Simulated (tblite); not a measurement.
## CH$_{7}$NO$_{2}$Si$_{2}$: geometry relaxation (part 1 of 3)

- system: CH$_{7}$NO$_{2}$Si$_{2}$
- method: GFN2-xTB geometry optimisation, gas phase (tblite 0.8.0)

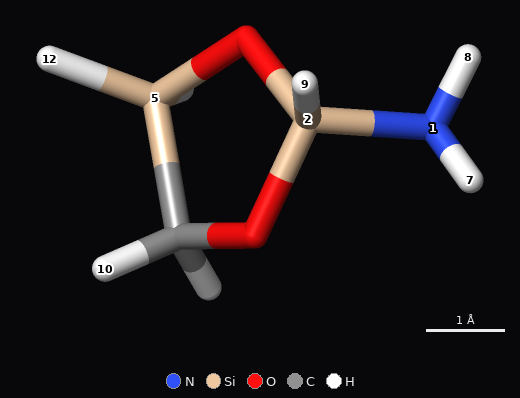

Figure 1. The starting structure (stick view, seen at a tilt; atoms are numbered from 1 in the order of the input). Bond lengths as drawn: C–H 1.09 to 1.11 Å, C–O 1.47 Å, C–Si 1.93 Å, H–N 1.01 to 1.02 Å, H–Si 1.48 to 1.49 Å, N–Si 1.68 Å and O–Si 1.66 to 1.70 Å.

### Input
```
{"job": {"kind": "relax", "xc": "GFN2-xTB", "basis": "xTB"}, "charge": 0, "multiplicity": 1}
N      2.122000    -0.371500    -0.761300
Si     0.908200    -0.669700     0.364200
O     -0.415600    -1.211800    -0.479400
C     -1.505600    -0.224000    -0.527600
Si    -1.117400     1.299900     0.587600
O      0.453800     0.816600     1.007700
H      2.361600    -1.240400    -1.215700
H      2.952000    -0.042800    -0.272100
H      1.386800    -1.632800     1.392000
H     -2.423700    -0.722300    -0.164900
H     -1.646700     0.080600    -1.560800
H     -1.981800     1.345400     1.790800
H     -1.098000     2.573500    -0.178100
```

The first line tells a small driver script what to run in tblite; the rest is the geometry in Å.

Run on 1 CPU thread, shared host.

Launched with:
```bash
OMP_NUM_THREADS=1 python <driver script> task.json out
```

### Log
```
step      E/eV     max force
  0    -554.18647    1.925
  1    -554.34375    1.136
  2    -554.41764    0.635
  3    -554.45682    0.562
  4    -554.49798    0.500
  5    -554.51541    0.460
  6    -554.55071    0.614
  7    -554.57242    0.584
  8    -554.58565    0.328
  9    -554.59182    0.215
 10    -554.59594    0.153
 11    -554.59990    0.190
 12    -554.60360    0.152
 13    -554.60622    0.139
 14    -554.60810    0.127
 15    -554.60974    0.121
 16    -554.61109    0.101
 17    -554.61193    0.057
 18    -554.61243    0.060
 19    -554.61280    0.063
 20    -554.61313    0.057
 21    -554.61344    0.043
 22    -554.61370    0.041
 23    -554.61389    0.040
 24    -554.61404    0.046
 25    -554.61421    0.043
 26    -554.61445    0.047
 27    -554.61476    0.059
 28    -554.61509    0.057
 29    -554.61537    0.042
 30    -554.61565    0.053
 31    -554.61600    0.058
 32    -554.61641    0.049
 33    -554.61679    0.040
 34    -554.61710    0.045
 35    -554.61743    0.065
 36    -554.61791    0.073
 37    -554.61846    0.069
 38    -554.61888    0.049
 39    -554.61910    0.034
 40    -554.61923    0.032
 41    -554.61935    0.031
 42    -554.61945    0.024
 43    -554.61950    0.019
 44    -554.61953    0.016
 45    -554.61958    0.020
 46    -554.61964    0.028
 47    -554.61970    0.025
 48    -554.61974    0.015
 49    -554.61976    0.010
```

### Trajectory as extended XYZ (Å, eV, eV/Å), 50 frames, from step=0 to step=49
```
13
Properties=species:S:1:pos:R:3:forces:R:3 step=0 energy=-554.18647
N     2.1220   -0.3715   -0.7613    1.5380   0.0980  -0.4090
Si    0.9082   -0.6697    0.3642   -1.5940  -0.2040   0.9040
O    -0.4156   -1.2118   -0.4794   -0.4310   1.7180   0.7550
C    -1.5056   -0.2240   -0.5276    0.2630  -0.7820   0.5250
Si   -1.1174    1.2999    0.5876    1.3230  -0.2920   0.2960
O     0.4538    0.8166    1.0077   -1.4100  -0.4700  -0.6310
H     2.3616   -1.2404   -1.2157    0.1820   0.1630  -0.3450
H     2.9520   -0.0428   -0.2721   -0.0500   0.0790  -0.5070
H     1.3868   -1.6328    1.3920   -0.6350   0.4410  -0.0860
H    -2.4237   -0.7223   -0.1649    0.3600  -0.0190  -0.3520
H    -1.6467    0.0806   -1.5608   -0.0100  -0.2250  -0.1390
H    -1.9818    1.3454    1.7908    0.3490  -0.0500  -0.2820
H    -1.0980    2.5735   -0.1781    0.1160  -0.4570   0.2720
13
Properties=species:S:1:pos:R:3:forces:R:3 step=1 energy=-554.34375
N     2.1440   -0.3701   -0.7672   -0.3650  -0.1380   0.2660
Si    0.8854   -0.6727    0.3771   -0.0290   0.0360  -0.1550
O    -0.4218   -1.1873   -0.4686   -0.2800   0.9610   0.5370
C    -1.5019   -0.2352   -0.5201    0.0290   0.0010   0.1220
Si   -1.0985    1.2957    0.5918    0.4940  -0.1090   0.0980
O     0.4336    0.8098    0.9987   -0.7800  -0.3840  -0.2840
H     2.3642   -1.2381   -1.2207    0.2880  -0.0330  -0.3870
H     2.9512   -0.0417   -0.2793    0.5910   0.2520  -0.1250
H     1.3777   -1.6265    1.3908   -0.6160   0.3550   0.0240
H    -2.4186   -0.7226   -0.1700    0.1270  -0.1640  -0.2130
H    -1.6468    0.0774   -1.5628    0.0280  -0.2800   0.1410
H    -1.9768    1.3447    1.7868    0.3690  -0.0570  -0.2740
H    -1.0963    2.5670   -0.1742    0.1450  -0.4390   0.2520
13
Properties=species:S:1:pos:R:3:forces:R:3 step=2 energy=-554.41764
N     2.1444   -0.3725   -0.7639   -0.1390  -0.1960   0.3550
Si    0.8767   -0.6730    0.3786    0.3820   0.0600  -0.2590
O    -0.4296   -1.1590   -0.4538   -0.0150   0.1370   0.2560
C    -1.4999   -0.2391   -0.5150   -0.2880   0.5620  -0.0080
Si   -1.0817    1.2920    0.5953   -0.4530   0.0910  -0.1200
O     0.4106    0.7996    0.9897    0.1140  -0.3400   0.0970
H     2.3710   -1.2380   -1.2303    0.2020   0.1510  -0.2410
H     2.9630   -0.0362   -0.2844    0.2740   0.1220  -0.2460
H     1.3619   -1.6170    1.3908   -0.5660   0.2580   0.1290
H    -2.4142   -0.7260   -0.1761   -0.0450  -0.2240  -0.0980
H    -1.6463    0.0705   -1.5607    0.0310  -0.2340   0.1590
H    -1.9675    1.3433    1.7798    0.3320  -0.0580  -0.2000
H    -1.0928    2.5557   -0.1677    0.1710  -0.3260   0.1760
13
Properties=species:S:1:pos:R:3:forces:R:3 step=3 energy=-554.45682
N     2.1464   -0.3765   -0.7575    0.0310  -0.1880   0.2120
Si    0.8768   -0.6725    0.3767    0.4060   0.0650  -0.1920
O    -0.4334   -1.1434   -0.4426   -0.0370  -0.1730   0.0520
C    -1.5040   -0.2320   -0.5121   -0.3040   0.4710   0.0240
Si   -1.0815    1.2918    0.5949   -0.4910   0.0360  -0.1200
O     0.4020    0.7890    0.9871    0.2630  -0.1310   0.2330
H     2.3773   -1.2346   -1.2386    0.1550   0.2020  -0.1780
H     2.9714   -0.0321   -0.2920    0.1820   0.0900  -0.2400
H     1.3450   -1.6082    1.3930   -0.4960   0.1520   0.2170
H    -2.4127   -0.7312   -0.1807   -0.1080  -0.1920  -0.0460
H    -1.6456    0.0635   -1.5575    0.0040  -0.1390   0.0280
H    -1.9577    1.3417    1.7732    0.2190  -0.0490  -0.0520
H    -1.0883    2.5451   -0.1618    0.1760  -0.1420   0.0620
13
Properties=species:S:1:pos:R:3:forces:R:3 step=4 energy=-554.49798
N     2.1526   -0.3855   -0.7469    0.2920  -0.0400  -0.0320
Si    0.8831   -0.6708    0.3722    0.1020   0.0490  -0.0660
O    -0.4404   -1.1267   -0.4279   -0.0670  -0.3440  -0.1300
C    -1.5150   -0.2159   -0.5067   -0.1770  -0.0060  -0.0030
Si   -1.0887    1.2909    0.5926   -0.0880  -0.1230  -0.0100
O     0.3948    0.7742    0.9888    0.1420   0.2190   0.2800
H     2.3885   -1.2257   -1.2531    0.1170   0.1390  -0.1590
H     2.9857   -0.0249   -0.3070    0.0890   0.0620  -0.1990
H     1.3125   -1.5941    1.4011   -0.3720  -0.0100   0.3340
H    -2.4131   -0.7416   -0.1877   -0.1590  -0.0900   0.0100
H    -1.6449    0.0522   -1.5544   -0.0470   0.0110  -0.1340
H    -1.9410    1.3385    1.7648   -0.0060  -0.0290   0.2320
H    -1.0785    2.5296   -0.1536    0.1740   0.1610  -0.1240
13
Properties=species:S:1:pos:R:3:forces:R:3 step=5 energy=-554.51541
N     2.1593   -0.3894   -0.7430    0.2610   0.0100  -0.1150
Si    0.8869   -0.6693    0.3692   -0.0790   0.0420   0.0040
O    -0.4443   -1.1247   -0.4238   -0.0360  -0.2820  -0.1330
C    -1.5219   -0.2102   -0.5048   -0.0750  -0.2500  -0.0590
Si   -1.0919    1.2884    0.5918    0.0690  -0.0870   0.0450
O     0.3932    0.7718    0.9936    0.0870   0.2380   0.2100
H     2.3951   -1.2202   -1.2617    0.1100   0.0870  -0.1630
H     2.9932   -0.0208   -0.3161    0.1220   0.0780  -0.1400
H     1.2934   -1.5885    1.4098   -0.3280  -0.0290   0.3210
H    -2.4157   -0.7472   -0.1904   -0.1580  -0.0350   0.0190
H    -1.6455    0.0479   -1.5552   -0.0680   0.0520  -0.1400
H    -1.9345    1.3368    1.7653   -0.0700  -0.0210   0.3000
H    -1.0718    2.5260   -0.1523    0.1650   0.1980  -0.1490
13
Properties=species:S:1:pos:R:3:forces:R:3 step=6 energy=-554.55071
N     2.1777   -0.3979   -0.7371    0.1070   0.0910  -0.1360
Si    0.8922   -0.6648    0.3622   -0.2850  -0.0030   0.1560
O    -0.4531   -1.1258   -0.4170    0.0550  -0.1020  -0.1090
C    -1.5380   -0.2054   -0.5034    0.1510  -0.5770  -0.1460
Si   -1.0966    1.2819    0.5916    0.2610   0.0520   0.1330
O     0.3917    0.7713    1.0082   -0.0090   0.1500  -0.0180
H     2.4126   -1.2069   -1.2853    0.0820  -0.0020  -0.1480
H     3.0145   -0.0094   -0.3388    0.1170   0.0790  -0.0440
H     1.2429   -1.5765    1.4363   -0.2480   0.0130   0.1810
H    -2.4253   -0.7600   -0.1960   -0.1320   0.0620   0.0200
H    -1.6484    0.0393   -1.5594   -0.1030   0.0940  -0.0860
H    -1.9219    1.3325    1.7737   -0.1280  -0.0070   0.3230
H    -1.0528    2.5221   -0.1527    0.1320   0.1500  -0.1260
13
Properties=species:S:1:pos:R:3:forces:R:3 step=7 energy=-554.57242
N     2.1922   -0.4026   -0.7342   -0.0380   0.0670  -0.0730
Si    0.8930   -0.6616    0.3592   -0.2450  -0.0450   0.1920
O    -0.4582   -1.1298   -0.4144    0.1360  -0.0100  -0.0880
C    -1.5476   -0.2109   -0.5052    0.2580  -0.5120  -0.1090
Si   -1.0971    1.2786    0.5934    0.2270   0.0920   0.1330
O     0.3917    0.7735    1.0190   -0.0360   0.0410  -0.1820
H     2.4271   -1.1968   -1.3054    0.0290   0.0180  -0.0740
H     3.0322    0.0004   -0.3564    0.0480   0.0530   0.0010
H     1.2009   -1.5673    1.4591   -0.1870   0.0650   0.0460
H    -2.4352   -0.7685   -0.1996   -0.0840   0.0960   0.0080
H    -1.6524    0.0346   -1.5638   -0.1100   0.0800  -0.0190
H    -1.9147    1.3292    1.7857   -0.0980   0.0020   0.2320
H    -1.0363    2.5218   -0.1552    0.1000   0.0530  -0.0690
13
Properties=species:S:1:pos:R:3:forces:R:3 step=8 energy=-554.58565
N     2.2002   -0.4048   -0.7331   -0.1270   0.0420   0.0340
Si    0.8910   -0.6603    0.3602   -0.0830  -0.0570   0.1180
O    -0.4584   -1.1347   -0.4154    0.1670   0.0060  -0.0800
C    -1.5493   -0.2221   -0.5082    0.2270  -0.2360  -0.0220
Si   -1.0951    1.2780    0.5966    0.0760   0.0530   0.0720
O     0.3926    0.7762    1.0231   -0.0100  -0.0340  -0.2430
H     2.4364   -1.1896   -1.3189   -0.0190   0.0470  -0.0090
H     3.0435    0.0073   -0.3677   -0.0500   0.0130   0.0110
H     1.1710   -1.5605    1.4746   -0.1370   0.0780  -0.0130
H    -2.4434   -0.7723   -0.2015   -0.0040   0.0870  -0.0090
H    -1.6571    0.0332   -1.5669   -0.0860   0.0330   0.0490
H    -1.9120    1.3271    1.7977   -0.0270   0.0050   0.1010
H    -1.0239    2.5230   -0.1584    0.0730  -0.0370  -0.0090
13
Properties=species:S:1:pos:R:3:forces:R:3 step=9 energy=-554.59182
N     2.2005   -0.4044   -0.7323   -0.1320   0.0080   0.0660
Si    0.8891   -0.6610    0.3629    0.0380  -0.0420   0.0250
O    -0.4548   -1.1382   -0.4185    0.1350  -0.0150  -0.0850
C    -1.5453   -0.2311   -0.5100    0.1220  -0.0060   0.0310
Si   -1.0934    1.2787    0.5991   -0.0390  -0.0070   0.0100
O     0.3939    0.7776    1.0203    0.0240  -0.0420  -0.2100
H     2.4390   -1.1862   -1.3233   -0.0490   0.0740   0.0280
H     3.0457    0.0096   -0.3711   -0.0910   0.0010   0.0150
H     1.1586   -1.5572    1.4801   -0.1100   0.0530   0.0110
H    -2.4466   -0.7715   -0.2019    0.0650   0.0570  -0.0150
H    -1.6606    0.0339   -1.5674   -0.0490  -0.0080   0.0850
H    -1.9124    1.3266    1.8048    0.0270   0.0040   0.0160
H    -1.0182    2.5237   -0.1603    0.0590  -0.0770   0.0230
13
Properties=species:S:1:pos:R:3:forces:R:3 step=10 energy=-554.59594
N     2.1980   -0.4037   -0.7310   -0.0780   0.0010   0.0610
Si    0.8883   -0.6624    0.3653    0.0890  -0.0290  -0.0390
O    -0.4497   -1.1409   -0.4226    0.0690  -0.0270  -0.0930
C    -1.5400   -0.2371   -0.5105    0.0260   0.1290   0.0520
Si   -1.0928    1.2790    0.6009   -0.0900  -0.0590  -0.0330
O     0.3952    0.7779    1.0140    0.0460  -0.0110  -0.1460
H     2.4390   -1.1829   -1.3248   -0.0670   0.0730   0.0340
H     3.0446    0.0108   -0.3723   -0.1120   0.0010   0.0200
H     1.1501   -1.5547    1.4833   -0.0870   0.0160   0.0560
H    -2.4470   -0.7695   -0.2023    0.1090   0.0180  -0.0050
H    -1.6636    0.0345   -1.5660   -0.0110  -0.0280   0.0880
H    -1.9125    1.3265    1.8095    0.0590   0.0010  -0.0310
H    -1.0139    2.5229   -0.1611    0.0470  -0.0850   0.0370
13
Properties=species:S:1:pos:R:3:forces:R:3 step=11 energy=-554.59990
N     2.1948   -0.4030   -0.7287   -0.0090  -0.0020   0.0190
Si    0.8886   -0.6643    0.3670    0.0750  -0.0250  -0.0650
O    -0.4438   -1.1433   -0.4280   -0.0100  -0.0190  -0.0950
C    -1.5346   -0.2409   -0.5100   -0.0450   0.1780   0.0490
Si   -1.0933    1.2780    0.6021   -0.0850  -0.0910  -0.0580
O     0.3968    0.7779    1.0051    0.0580   0.0360  -0.0690
H     2.4381   -1.1781   -1.3263   -0.0780   0.0540   0.0250
H     3.0419    0.0123   -0.3735   -0.1000   0.0190   0.0380
H     1.1389   -1.5515    1.4880   -0.0600  -0.0190   0.0940
H    -2.4453   -0.7676   -0.2029    0.1260  -0.0290   0.0200
H    -1.6668    0.0344   -1.5630    0.0240  -0.0260   0.0590
H    -1.9112    1.3262    1.8135    0.0740  -0.0030  -0.0550
H    -1.0085    2.5202   -0.1611    0.0310  -0.0720   0.0370
13
Properties=species:S:1:pos:R:3:forces:R:3 step=12 energy=-554.60360
N     2.1921   -0.4026   -0.7260    0.0420   0.0120  -0.0230
Si    0.8896   -0.6666    0.3677    0.0090  -0.0270  -0.0490
O    -0.4387   -1.1449   -0.4345   -0.0690   0.0080  -0.0810
C    -1.5302   -0.2420   -0.5085   -0.0740   0.1310   0.0200
Si   -1.0948    1.2752    0.6024   -0.0280  -0.0840  -0.0550
O     0.3988    0.7783    0.9949    0.0620   0.0720  -0.0020
H     2.4366   -1.1719   -1.3286   -0.0740   0.0090  -0.0050
H     3.0385    0.0150   -0.3748   -0.0660   0.0410   0.0620
H     1.1240   -1.5479    1.4955   -0.0330  -0.0370   0.1010
H    -2.4413   -0.7667   -0.2034    0.1070  -0.0730   0.0560
H    -1.6697    0.0333   -1.5590    0.0440  -0.0010   0.0050
H    -1.9077    1.3258    1.8167    0.0690  -0.0090  -0.0550
H    -1.0016    2.5156   -0.1602    0.0120  -0.0440   0.0260
13
Properties=species:S:1:pos:R:3:forces:R:3 step=13 energy=-554.60622
N     2.1910   -0.4023   -0.7240    0.0390   0.0180  -0.0420
Si    0.8902   -0.6688    0.3673   -0.0530  -0.0240  -0.0120
O    -0.4363   -1.1451   -0.4403   -0.0730   0.0340  -0.0540
C    -1.5284   -0.2407   -0.5071   -0.0610   0.0320  -0.0200
Si   -1.0961    1.2716    0.6018    0.0440  -0.0390  -0.0280
O     0.4010    0.7795    0.9872    0.0580   0.0690   0.0280
H     2.4346   -1.1669   -1.3314   -0.0580  -0.0240  -0.0280
H     3.0357    0.0182   -0.3752   -0.0270   0.0550   0.0770
H     1.1107   -1.5453    1.5035   -0.0170  -0.0280   0.0720
H    -2.4367   -0.7678   -0.2029    0.0630  -0.0940   0.0810
H    -1.6712    0.0322   -1.5560    0.0390   0.0300  -0.0450
H    -1.9033    1.3251    1.8182    0.0510  -0.0140  -0.0390
H    -0.9957    2.5109   -0.1589   -0.0040  -0.0140   0.0100
13
Properties=species:S:1:pos:R:3:forces:R:3 step=14 energy=-554.60810
N     2.1908   -0.4019   -0.7233    0.0060   0.0180  -0.0260
Si    0.8897   -0.6708    0.3668   -0.0750  -0.0130   0.0140
O    -0.4360   -1.1445   -0.4451   -0.0390   0.0450  -0.0230
C    -1.5284   -0.2391   -0.5065   -0.0340  -0.0500  -0.0480
Si   -1.0962    1.2685    0.6009    0.0940   0.0110   0.0000
O     0.4037    0.7814    0.9824    0.0490   0.0360   0.0290
H     2.4322   -1.1639   -1.3338   -0.0350  -0.0350  -0.0360
H     3.0333    0.0216   -0.3740   -0.0090   0.0480   0.0730
H     1.1010   -1.5438    1.5102   -0.0120  -0.0070   0.0270
H    -2.4323   -0.7705   -0.2010    0.0200  -0.0930   0.0840
H    -1.6714    0.0320   -1.5548    0.0180   0.0480  -0.0690
H    -1.8991    1.3243    1.8183    0.0330  -0.0190  -0.0200
H    -0.9917    2.5072   -0.1577   -0.0140   0.0110  -0.0060
13
Properties=species:S:1:pos:R:3:forces:R:3 step=15 energy=-554.60974
N     2.1902   -0.4010   -0.7232   -0.0320   0.0040   0.0030
Si    0.8882   -0.6727    0.3664   -0.0580   0.0010   0.0250
O    -0.4363   -1.1435   -0.4499    0.0080   0.0410   0.0030
C    -1.5291   -0.2382   -0.5070   -0.0070  -0.0860  -0.0550
Si   -1.0946    1.2661    0.5999    0.1110   0.0450   0.0180
O     0.4073    0.7838    0.9789    0.0350  -0.0070   0.0200
H     2.4291   -1.1622   -1.3360   -0.0110  -0.0180  -0.0240
H     3.0306    0.0250   -0.3711   -0.0080   0.0240   0.0530
H     1.0938   -1.5431    1.5160   -0.0140   0.0170  -0.0170
H    -2.4281   -0.7745   -0.1976   -0.0140  -0.0770   0.0670
H    -1.6712    0.0330   -1.5551   -0.0120   0.0490  -0.0670
H    -1.8952    1.3234    1.8178    0.0220  -0.0230  -0.0050
H    -0.9891    2.5046   -0.1569   -0.0190   0.0300  -0.0200
```
